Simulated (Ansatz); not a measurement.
## N in place of C at several sites of C(110) slab, H on the bottom face, stepped (201 atoms)

At which site of C(110) slab, H on the bottom face, stepped (201 atoms) does N in place of C cost least, and what about the site decides it?

Method: Kohn-Sham DFT, PBE+D3(BJ), PAW (set soft_2), plane waves, in Ansatz 0.2.0.

### Step 1. The starting structure

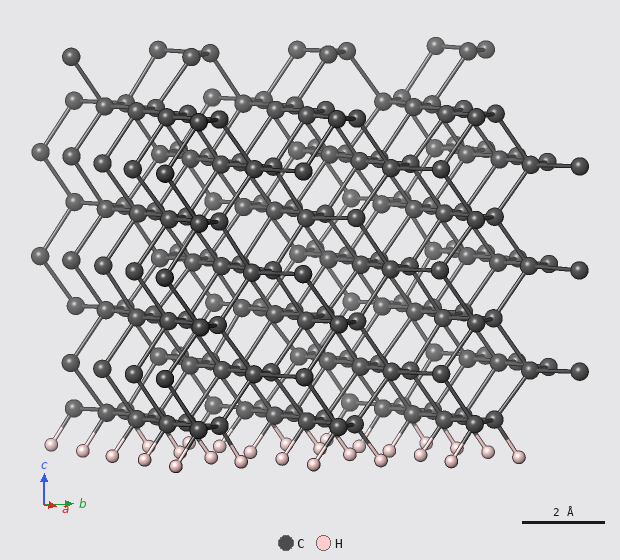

Start, viewed from the side, with the c axis up; carbon dark grey, hydrogen pink. Some periodic images of atoms are drawn too.

The cell holds 201 atoms: 177 C and 24 H. Its edges and angles: a = 10.089 Å, b = 10.701 Å, c = 19.718 Å, α = 90.0°, β = 90.0°, γ = 90.0°. It derives from C (diamond-structure). Diamond-structure C (a = 3.567 Å), (110) slab of 8 atomic planes, 4 x 3 surface cells, H on the broken bonds of the bottom face, 10 Å of vacuum; the top repeat layer removed from part of the cell (two steps); displaced by a Gaussian of 0.02 Å. Regions: slab, 177 atoms (177 C); hydrogen, 24 atoms (24 H). Vacuum lies along c.

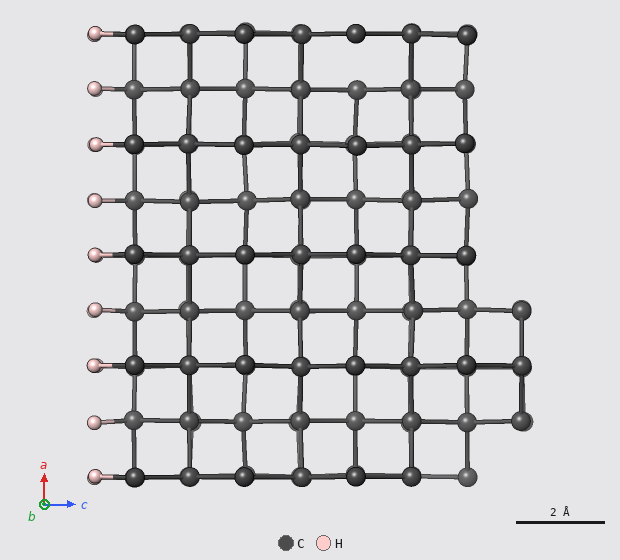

A slice 6 Å thick through the middle of the cell. Bonds to atoms that aren't drawn are left out.

Limits known from the start: The main run has no spin polarisation, so any moments at edges, vacancies or dangling bonds can't form in it. Sampling is at Γ alone, for a cell whose shortest periodic width is 10 Å. 60 of the 201 atoms are held fixed where they were built.

### Step 2. Single point at the start

A single point comes first, to see the forces before anything moves.

input.yaml

```yaml
crystal:
  lattice:
    - [10.089, 0.0, 0.0]
    - [0.0, 10.701, 0.0]
    - [0.0, 0.0, 19.71786]
  atoms:
    - { symbol: C, position: [0.87196, 0.17091, 0.29943] }
    - { symbol: C, position: [0.00066, 0.08152, 0.29845] }
    - { symbol: C, position: [0.99597, 0.00215, 0.36281] }
    - { symbol: C, position: [0.87532, 0.25287, 0.36306] }
    - { symbol: C, position: [0.87518, 0.16563, 0.42538] }
    - { symbol: C, position: [1.0e-05, 0.08638, 0.42642] }
    - { symbol: C, position: [0.99995, 0.00031, 0.48941] }
    - { symbol: C, position: [0.87378, 0.24838, 0.48996] }
    - { symbol: C, position: [0.87532, 0.16914, 0.55464] }
    - { symbol: C, position: [0.00207, 0.08262, 0.55617] }
    - { symbol: C, position: [0.99739, 0.00211, 0.6192] }
    - { symbol: C, position: [0.87324, 0.25488, 0.61926] }
    - { symbol: C, position: [0.87365, 0.17005, 0.68206] }
    - { symbol: C, position: [0.00011, 0.08217, 0.68281] }
    - { symbol: C, position: [0.12383, 0.1692, 0.29813] }
    - { symbol: C, position: [0.25214, 0.08503, 0.29974] }
    - { symbol: C, position: [0.25106, 0.99864, 0.36279] }
    - { symbol: C, position: [0.12351, 0.24954, 0.36495] }
    - { symbol: C, position: [0.12325, 0.16906, 0.42661] }
    - { symbol: C, position: [0.24788, 0.08413, 0.42784] }
    - { symbol: C, position: [0.24983, 0.00039, 0.49091] }
    - { symbol: C, position: [0.12367, 0.25205, 0.4878] }
    - { symbol: C, position: [0.12724, 0.16593, 0.55425] }
    - { symbol: C, position: [0.24848, 0.0841, 0.55415] }
    - { symbol: C, position: [0.24795, 0.00144, 0.62068] }
    - { symbol: C, position: [0.12198, 0.2532, 0.6177] }
    - { symbol: C, position: [0.12437, 0.16997, 0.68202] }
    - { symbol: C, position: [0.2493, 0.08122, 0.68237] }
    - { symbol: C, position: [0.24922, 0.00035, 0.74504] }
    - { symbol: C, position: [0.12386, 0.2478, 0.74806] }
    - { symbol: C, position: [0.87342, 0.49658, 0.29843] }
    - { symbol: C, position: [0.99767, 0.41976, 0.29889] }
    [... 163 atom lines left out ...]
    - { symbol: H, position: [0.62267, 0.56018, 0.2534] }
    - { symbol: H, position: [0.74932, 0.35891, 0.25302] }
    - { symbol: H, position: [0.37588, 0.89258, 0.25126] }
    - { symbol: H, position: [0.50048, 0.69209, 0.25327] }
    - { symbol: H, position: [0.62699, 0.8922, 0.25336] }
    - { symbol: H, position: [0.74957, 0.6925, 0.25478] }
kpoints:
  mp_grid: { grid: [1, 1, 1] }
hamiltonian:
  xc: pbe
  dispersion: d3bj
scf:
  occupations: { method: fermi_dirac, width: 0.05 }
output:
  forces: true
```

Launch:

```sh
ansatz run input.yaml --threads 8 --pin off --max-ram 15872MiB --backend cpu --events-out ev --progress --plain --runs-dir out
```

Numbers of over 12 decimals in the logs are rounded to 6 here.

What it wrote:

```text
[...]
Pseudopotentials: kind: paw
Pseudopotential: C, paw, valence charge 4, recommended cutoff 420 eV (normal), C.paw.azcp
Pseudopotential: H, paw, valence charge 1, recommended cutoff 420 eV (normal), H.paw.azcp
[... 5 lines on functional and potentials left out ...]
Crystal: 201 atoms, lattice volume = 2128.787 Å³
Basis set: ecut = 420 eV, 41567 PW (Γ), exchange–correlation on 144×144×270 points (8 copies of the dense FFT grid, shifted against one another)
Bands: 567, of which v1, the nominal top of the filled ones, is band 366 counted from 1 (365 counted from 0)
Symmetry: 1 space group operations
Space group: P1 (ITA 1), of the structure as read, at distance tolerance 1.3e-4 Å
k-points: 1
[... 5 lines on functional and potentials left out ...]
Initial density: superposition of atomic densities (neutral atoms: chi_scale 0, normalization atom), corrected by the library's trained network
Initial wavefunctions: pseudopotential atomic-orbital guess
[...]
SCF iter   1: F=—  HF=-44754.468434 eV  |F-HF|=—  |Δ(HF+E_count)|=         —  Δρ=1.41e-2  dr2=3.85e1  ethr=1.77e-3  ⟨swp⟩=7.0  Hψ=2947  notcnv=0  defer=161
preconditioner: auto → LDOS  [insulator: Δε(μ)=0.410 eV  Ē_g=15.781 eV  σ=0.050 eV  W_gap=0.54  n_scr=426 (ndim 8)  ℏωp=21.8 eV  f_vac=0.415  D(μ)=27.07/eV (n_scr^D=128)  ε∞_Penn≈2.9  β→1.0]
SCF iter   2: F=—  HF=-44752.244925 eV  |F-HF|=—  |Δ(HF+E_count)|=    2.22e0  Δρ=7.47e-3  dr2=3.30e0  ethr=1.77e-3  ⟨swp⟩=3.0  Hψ=686  notcnv=0  defer=181
SCF iter   3: F=—  HF=-44752.718050 eV  |F-HF|=—  |Δ(HF+E_count)|=   4.73e-1  Δρ=6.54e-3  dr2=5.42e0  ethr=4.51e-4  ⟨swp⟩=3.0  Hψ=823  notcnv=0  defer=42
automatic band count: iteration 3 solves 424 bands in place of 567: the levels show a gap, and the empty bands left out lie too high to hold charge; the band table lists the bands solved (type scf.n_extra_bands for more)
SCF iter   4: F=—  HF=-44751.747002 eV  |F-HF|=—  |Δ(HF+E_count)|=   9.71e-1  Δρ=1.99e-3  dr2=2.58e-1  ethr=4.51e-4  ⟨swp⟩=3.0  Hψ=722  notcnv=0  defer=42
SCF iter   5: F=—  HF=-44751.715317 eV  |F-HF|=—  |Δ(HF+E_count)|=   3.17e-2  Δρ=6.60e-4  dr2=2.41e-2  ethr=3.53e-5  ⟨swp⟩=2.0  Hψ=671  notcnv=0  defer=42
[...]
SCF iter  11: F=—  HF=-44751.717771 eV  |F-HF|=—  |Δ(HF+E_count)|=   2.91e-6  Δρ=3.71e-6  dr2=4.38e-7  ethr=2.17e-10  ⟨swp⟩=2.0  Hψ=621  notcnv=0  defer=42
SCF iter  12: F=-44751.717772 eV  HF=-44751.717772 eV  |F-HF|=1.78e-7  |Δ(HF+E_count)|=   6.30e-7  Δρ=1.80e-6  dr2=6.97e-8  ethr=1.37e-11  ⟨swp⟩=3.0  Hψ=1814  notcnv=0
SCF 1 converged in 12 iterations: F = -44751.717772 eV  dr2 = 6.97e-8
[...]
SCF converged after 12 iterations
Free energy (F): -44751.717772 eV
Harris-Foulkes:  -44751.717772 eV  (|F-HF|=1.78e-7)
Internal energy: -44751.669269 eV  (E = F + TS)
E sigma→0 (E₀):  -44751.693521 eV
Entropy (-TS):   -0.048503 eV (-0.241 meV/atom)
Fermi energy:    4.239242 eV
--- Per-component energies (eV) ---
[...]
Σ components = -44751.717772   (vs F -44751.717772, Δ=0.00e0)
--- Forces (eV/Å), atoms counted from 1 ---
  atom   1  C      1.17297012    -3.58702708     0.89966758
  atom   2  C     -0.55696233     3.10864270     1.28544813
  atom   3  C      2.08576708    -0.73922657    -0.48890646
  atom   4  C     -0.01892535    -0.49198683    -0.78911550
[...]
atom 201  H      0.14335121    -0.47371801    -1.30523861
  max |Σ_I F_I| component: 2.27e-4 eV/Å
```

Elapsed: 22 s, on 8 threads of Arm Neoverse V1, shared host; peak memory 3.1 GiB.

The r.m.s. force at the start is 1.3 eV/Å.

### Step 3. Relaxation

With the cell held, the atoms are moved downhill towards a nearby minimum.

input.yaml

```yaml
crystal:
  lattice:
    - [10.089, 0.0, 0.0]
    - [0.0, 10.701, 0.0]
    - [0.0, 0.0, 19.71786]
  atoms:
    [... the 201 atom lines of step 2 ...]
kpoints:
  mp_grid: { grid: [1, 1, 1] }
hamiltonian:
  xc: pbe
  dispersion: d3bj
scf:
  occupations: { method: fermi_dirac, width: 0.05 }
output:
  forces: true
relax:
  f_tol: 0.05
  max_steps: 120
  constraints:
    - { sites: [0, 1, 14, 15, 30, 31, 32, 44, 45, 46, 47, 59, 60, 61, 62, 75, 76, 78, 89, 90, 91, 92, 103, 104, 105, 118, 119, 120, 134, 135, 136, 148, 149, 163, 164, 165, 177, 178, 179, 180, 181, 182, 183, 184, 185, 186, 187, 188, 189, 190, 191, 192, 193, 194, 195, 196, 197, 198, 199, 200], fix: xyz }
```

What it wrote:

```text
[...]
Crystal: 201 atoms, lattice volume = 2128.787 Å³
Basis set: ecut = 420 eV, 41567 PW (Γ), exchange–correlation on 144×144×270 points (8 copies of the dense FFT grid, shifted against one another)
Bands: 567, of which v1, the nominal top of the filled ones, is band 366 counted from 1 (365 counted from 0)
Symmetry: 1 space group operations
[...]
k-points: 1
[...]
SCF iter   1: F=—  HF=-44754.468435 eV  |F-HF|=—  |Δ(HF+E_count)|=         —  Δρ=1.41e-2  dr2=3.85e1  ethr=1.77e-3  ⟨swp⟩=7.0  Hψ=2947  notcnv=0  defer=161
[...]
SCF iter   9: F=-44751.717766 eV  HF=-44751.717762 eV  |F-HF|=3.67e-6  |Δ(HF+E_count)|=   2.88e-5  Δρ=2.07e-5  dr2=1.17e-5  ethr=8.54e-9  ⟨swp⟩=4.0  Hψ=1505  notcnv=0
SCF 1 converged in 9 iterations: F = -44751.717766 eV  dr2 = 1.17e-5
[...]
relax step   1: F+E_penalty+E_count = -44751.71776594 eV  Δ(F+E_penalty+E_count) = +0.000e0 eV  max|allowed force component| = 5.760e0 eV/Å  Δτ_max = 0.0000 Å  (9 SCF iters, dr2 threshold 6.25e-5 eV, accepted)
[...]
relax step   2: F+E_penalty+E_count = -44762.01488361 eV  Δ(F+E_penalty+E_count) = -1.030e1 eV  max|allowed force component| = 2.807e0 eV/Å  Δτ_max = 0.1948 Å  (10 SCF iters, dr2 threshold 1.00e-4 eV, accepted)
[...]
relax step   3: F+E_penalty+E_count = -44764.86252190 eV  Δ(F+E_penalty+E_count) = -2.848e0 eV  max|allowed force component| = 1.293e0 eV/Å  Δτ_max = 0.1947 Å  (10 SCF iters, dr2 threshold 1.00e-4 eV, accepted)
relax step   4: F+E_penalty+E_count = -44765.18544791 eV  Δ(F+E_penalty+E_count) = -3.229e-1 eV  max|allowed force component| = 3.952e-1 eV/Å  Δτ_max = 0.0754 Å  (8 SCF iters, dr2 threshold 1.00e-4 eV, accepted)
relax step   5: F+E_penalty+E_count = -44765.26916522 eV  Δ(F+E_penalty+E_count) = -8.372e-2 eV  max|allowed force component| = 6.108e-1 eV/Å  Δτ_max = 0.1412 Å  (8 SCF iters, dr2 threshold 1.46e-5 eV, accepted)
relax step   6: F+E_penalty+E_count = -44765.46995424 eV  Δ(F+E_penalty+E_count) = -2.008e-1 eV  max|allowed force component| = 3.231e-1 eV/Å  Δτ_max = 0.0486 Å  (6 SCF iters, dr2 threshold 3.49e-5 eV, accepted)
relax step   7: F+E_penalty+E_count = -44765.50515025 eV  Δ(F+E_penalty+E_count) = -3.520e-2 eV  max|allowed force component| = 9.193e-2 eV/Å  Δτ_max = 0.0349 Å  (6 SCF iters, dr2 threshold 2.92e-5 eV, accepted)
[...]
relax step   8: F+E_penalty+E_count = -44765.50777519 eV  Δ(F+E_penalty+E_count) = -2.625e-3 eV  max|allowed force component| = 2.927e-2 eV/Å  Δτ_max = 0.0068 Å  (9 SCF iters, accepted)
SCF converged after 9 iterations
Free energy (F): -44765.507775 eV
[...]
Internal energy: -44765.420725 eV  (E = F + TS)
E sigma→0 (E₀):  -44765.464250 eV
Entropy (-TS):   -0.087050 eV (-0.433 meV/atom)
Fermi energy:    4.438084 eV
[...]
--- Forces (eV/Å), atoms counted from 1 ---
  atom   1  C      1.18023500    -3.84097344     0.75400307
  atom   2  C     -0.51619966     3.25392598     0.97264388
  atom   3  C     -0.00071206     0.00099153     0.00099360
  atom   4  C      0.00022917    -0.00023679     0.00011655
  atom   5  C      0.00176632    -0.00153081    -0.00010426
  atom   6  C      0.00148632     0.00191019     0.00140448
  atom   7  C     -0.00116975    -0.00012041     0.00014048
  atom   8  C     -0.00146245    -0.00323446     0.00059721
  atom   9  C      0.00004555     0.00093060    -0.00240720
  atom  10  C     -0.00345863    -0.00034839    -0.00010190
  atom  11  C     -0.00255173     0.00070240    -0.00672521
  atom  12  C     -0.00200729     0.00007754    -0.00049107
  atom  13  C     -0.01078138    -0.00325026     0.00017545
  atom  14  C      0.00133952    -0.01943243     0.00587795
[...]
atom 200  H     -0.20964719    -0.20135890    -0.10392444
  atom 201  H      0.10952792    -0.45371891    -1.31568430
  max |Σ_I F_I| component: 1.61e-4 eV/Å
--- Relaxed structure (8 steps of the walk, 8 accepted, 0 SCFs on fresh bases) ---
  F+E_penalty+E_count = -44765.50777519 eV   max|allowed force component| = 2.927e-2 eV/Å
  atoms:
    - { symbol: C, position: [0.87196, 0.170910, 0.299430] }
    - { symbol: C, position: [0.00066, 0.081520, 0.29845] }
    - { symbol: C, position: [0.999864, 0.000744358, 0.361495] }
    - { symbol: C, position: [0.875195, 0.252017, 0.362226] }
[...]
- { symbol: H, position: [0.74957, 0.692500, 0.254780] }
```

Wall time 2.2 min (8 threads); peak memory 3.1 GiB; 17 min of CPU time.

The relaxation converged after 8 steps, 13.8 eV below its start, with a largest force component of 0.029 eV/Å on the free atoms.

(Continued in part 2 of 3.)

[Logs are printed without paths, hosts, clocks, repeated set-up lines and the standing remarks that a program may print on its own settings, such as how far it seeks lower states.]

[Hosts, paths, dates, database ids (printed as entryN), source tags and the programs' standing remarks are cut or masked in the printed files.]
